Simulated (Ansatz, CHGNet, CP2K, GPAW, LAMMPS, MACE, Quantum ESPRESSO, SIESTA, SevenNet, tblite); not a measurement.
**Glassy 69SiO2-19Al2O3-6SrO-6Li2O (mol %) (106 atoms), the geometry as built**

106 atoms (22 Si, 12 Al, 2 Sr, 4 Li, 66 O) placed at random at 3.07 g/cm³, melted at 4000 K for 10 ps at fixed volume with the Morse and Coulomb pair potential with partial charges (Pedone, Malavasi, Menziani, Cormack and Segre, J. Phys. Chem. B 110, 11780 (2006)). Quenched from 4000 K to 300 K at 50 K/ps and fixed volume, held 5 ps.

Geometry: the geometry as built. Computed with SevenNet 0: machine-learned interatomic potential SevenNet 0, trained on PBE(+U) plane-wave data; published weights, no electronic structure; density 3.07 g/cm³.

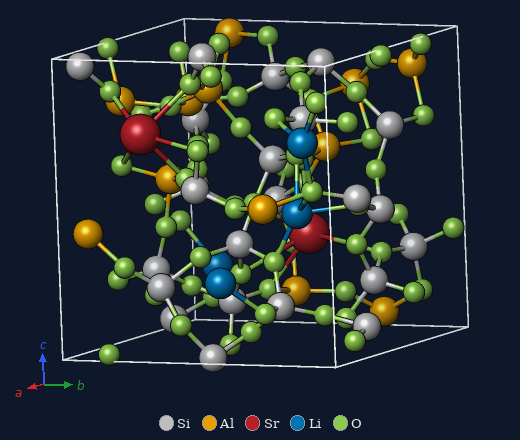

The structure (silicon light grey, aluminium orange, strontium red, lithium blue, oxygen green). Bonds to atoms that aren't drawn are left out. Some periodic images of atoms are drawn too.

Cell vectors (Å):

```
10.593 0.000 0.000
0.000 10.593 0.000
0.000 0.000 10.593
```

Positions (Å):

```
1 Si 7.916 7.222 1.706
2 Si 1.411 4.029 4.511
3 Si 3.834 9.720 7.611
4 Si 7.972 10.370 5.600
5 Si 5.662 6.018 6.555
6 Si 6.573 1.797 2.692
7 Si 2.887 4.864 9.070
8 Si 8.952 5.038 10.577
9 Si 4.640 7.535 9.877
10 Si 9.233 3.260 2.450
11 Si 5.000 9.800 4.807
12 Si 9.476 4.836 5.949
13 Si 7.134 5.335 3.747
14 Si 1.480 1.020 7.260
15 Si 7.315 8.055 8.220
16 Si 3.890 2.099 5.276
17 Si 9.530 0.570 10.214
18 Si 5.144 3.997 1.454
19 Si 7.030 10.110 0.953
20 Si 3.503 0.890 0.524
21 Si 1.137 9.133 2.956
22 Si 4.071 9.006 2.155
23 Al 6.830 2.585 5.936
24 Al 4.464 2.245 8.355
25 Al 2.361 6.454 6.571
26 Al 1.945 4.913 1.402
27 Al 0.149 6.598 8.501
28 Al 6.807 0.745 8.629
29 Al 6.587 4.052 9.126
30 Al 0.371 7.529 0.527
31 Al 10.253 7.820 5.448
32 Al 10.346 1.043 4.433
33 Al 1.353 2.404 10.335
34 Al 1.483 9.518 9.462
35 Sr 9.632 2.868 7.884
36 Sr 3.793 6.411 3.717
37 Li 9.894 9.267 7.772
38 Li 10.549 6.215 2.849
39 Li 0.660 1.267 2.018
40 Li 7.406 7.749 4.927
41 O 3.945 8.531 8.751
42 O 10.229 2.359 3.267
43 O 3.982 10.487 1.754
44 O 0.949 0.024 3.616
45 O 8.444 1.166 9.205
46 O 5.083 2.784 6.045
47 O 10.490 10.173 9.293
48 O 6.585 9.734 5.161
49 O 4.085 1.784 10.022
50 O 6.212 7.479 9.372
51 O 5.666 4.105 10.568
52 O 7.781 5.976 0.754
53 O 4.393 0.760 4.674
54 O 3.714 4.734 1.690
55 O 1.056 7.897 9.513
56 O 7.571 1.077 6.463
57 O 0.904 7.544 6.661
58 O 2.174 10.228 7.730
59 O 7.061 8.514 1.314
60 O 8.958 9.118 5.936
61 O 1.884 5.693 8.141
62 O 4.940 8.802 3.532
63 O 0.715 9.193 1.378
64 O 8.246 4.184 9.501
65 O 1.976 4.198 10.349
66 O 4.393 8.031 0.843
67 O 6.308 5.549 5.075
68 O 6.105 4.840 2.559
69 O 8.584 10.382 0.657
70 O 7.059 9.669 8.131
71 O 1.213 4.498 2.991
72 O 3.572 3.720 8.426
73 O 0.115 3.782 5.453
74 O 6.686 2.276 4.215
75 O 2.673 8.635 2.945
76 O 6.069 5.030 7.702
77 O 10.163 5.943 10.072
78 O 8.443 4.433 3.443
79 O 9.630 4.176 1.192
80 O 9.321 6.287 5.310
81 O 4.194 9.295 6.071
82 O 9.476 7.385 1.654
83 O 6.300 2.439 8.432
84 O 10.428 1.730 0.217
85 O 2.319 1.870 1.160
86 O 4.652 0.490 7.853
87 O 2.774 3.063 4.455
88 O 0.282 0.946 6.260
89 O 8.826 0.361 4.287
90 O 8.794 7.692 8.450
91 O 2.587 10.418 10.308
92 O 1.525 6.624 1.365
93 O 2.726 1.683 6.527
94 O 6.131 0.008 10.381
95 O 7.943 2.391 1.993
96 O 0.345 8.195 3.965
97 O 1.990 5.409 5.216
98 O 6.541 7.384 6.862
99 O 1.239 1.971 8.619
100 O 10.027 5.265 7.416
101 O 8.170 3.856 6.154
102 O 6.576 0.285 2.303
103 O 5.281 2.511 1.974
104 O 7.402 6.789 3.189
105 O 4.080 6.407 6.354
106 O 3.872 6.156 9.558
```

Predict the forces.

Columns: atom, fx, fy, fz (forces in eV/Å).

```
1 0.263 1.130 -0.778
2 2.749 0.931 0.295
3 0.667 0.828 1.168
4 2.307 1.161 -2.134
5 1.099 0.833 1.271
6 1.286 2.711 0.713
7 -0.294 4.398 3.698
8 -1.254 2.680 3.279
9 1.400 -0.054 -1.120
10 -4.492 1.081 0.727
11 1.056 2.694 0.310
12 -0.054 0.355 0.955
13 -0.378 -3.371 -3.682
14 1.701 2.602 0.976
15 -4.063 1.087 0.381
16 -4.683 1.327 1.952
17 -1.339 -1.950 -0.919
18 0.551 2.279 0.768
19 1.011 -0.679 0.269
20 -2.070 -1.741 1.268
21 -1.564 1.848 -1.575
22 -1.155 -1.030 -1.736
23 0.624 0.613 -1.261
24 -0.109 -1.090 0.237
25 -1.820 -1.056 0.735
26 1.306 0.879 0.568
27 -0.680 -0.405 -1.713
28 -0.101 -2.356 1.579
29 -1.706 0.826 -0.618
30 -1.482 0.987 1.725
31 -1.338 0.089 0.943
32 1.265 -1.165 0.825
33 2.140 -0.183 -0.085
34 0.811 1.570 0.314
35 -0.271 -0.963 0.520
36 -0.058 -1.129 -0.613
37 -0.893 -0.118 0.072
38 0.050 0.349 0.020
39 0.622 -0.572 -0.072
40 0.088 0.249 0.538
41 -0.964 1.489 -1.501
42 1.664 -0.113 0.084
43 0.602 2.888 -0.505
44 0.409 0.922 -0.271
45 0.175 1.234 -1.349
46 -0.218 1.253 1.660
47 -0.828 0.736 -0.130
48 -1.641 -1.171 -1.026
49 1.651 1.999 -1.791
50 -0.399 -0.069 0.790
51 0.237 0.496 -0.831
52 -0.276 -2.572 -2.403
53 0.892 -3.328 -2.265
54 -0.844 0.352 0.671
55 -0.871 -1.900 -0.894
56 0.263 0.719 2.202
57 0.214 0.405 1.019
58 0.250 -3.441 0.797
59 -0.718 0.193 0.311
60 1.167 -1.883 0.945
61 -1.231 0.725 -0.993
62 0.743 -0.830 -0.116
63 -0.104 -0.425 -0.251
64 0.203 -1.293 -1.680
65 -1.196 -0.601 -0.417
66 -0.249 0.035 1.140
67 -1.569 0.381 1.379
68 -1.362 0.016 0.584
69 1.900 -0.081 0.733
70 0.608 -1.105 -1.117
71 -0.834 0.361 -1.257
72 2.320 -3.110 -2.817
73 -1.019 -0.575 -0.090
74 -0.118 -0.146 -0.216
75 1.333 -1.243 0.332
76 0.058 -1.369 1.180
77 1.216 0.811 -0.507
78 1.946 -0.333 0.895
79 1.757 -0.155 -0.238
80 -0.410 1.455 -2.007
81 -1.645 -1.756 1.303
82 2.325 0.435 0.317
83 -0.767 0.300 -0.826
84 0.230 1.155 1.456
85 -0.949 0.656 0.347
86 1.149 0.248 0.100
87 0.590 -0.692 0.119
88 -2.261 0.122 -1.224
89 -1.904 -0.534 1.137
90 3.536 -0.938 0.059
91 0.130 -0.515 -0.070
92 0.903 -2.516 1.115
93 2.484 1.282 -1.385
94 -0.945 0.967 -2.316
95 0.273 -0.083 -0.814
96 -0.049 -1.624 -0.307
97 0.420 0.686 -0.484
98 0.418 0.317 -1.087
99 -0.242 -0.322 -1.273
100 0.077 -0.510 1.068
101 0.055 -0.608 0.016
102 -0.270 -1.948 0.998
103 -0.502 -2.241 0.702
104 0.466 3.094 1.178
105 1.075 0.127 -0.593
106 -0.545 -1.475 0.610
```

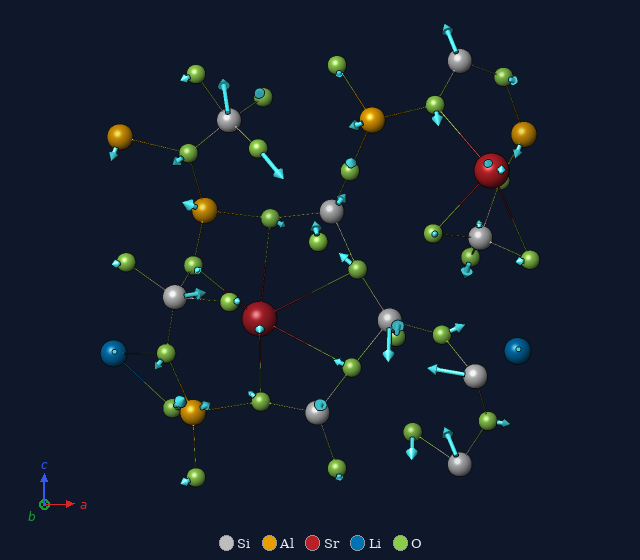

The forces as arrows, the longest 5.75 eV/Å. Drawn is a slice 4 Å thick, seen along the normal of the ac plane. Bonds to atoms that aren't drawn are left out.

The quench rate of 50 K/ps is many orders above laboratory rates, so the cell is likely richer in defects and strain than a real sample. The network of bonds at the start is that of the classical potential that made the cell, and needn't be the one that DFT or experiment would give.

The r.m.s. force component is 1.36 eV/Å; the longest force, 5.75 eV/Å, acts on Si7.

[Logs are printed without paths, hosts, clocks, repeated set-up lines and the standing remarks that a program may print on its own settings, such as how far it seeks lower states.]

[Hosts, paths, dates, database ids (printed as entryN), source tags and the programs' standing remarks are cut or masked in the printed files.]
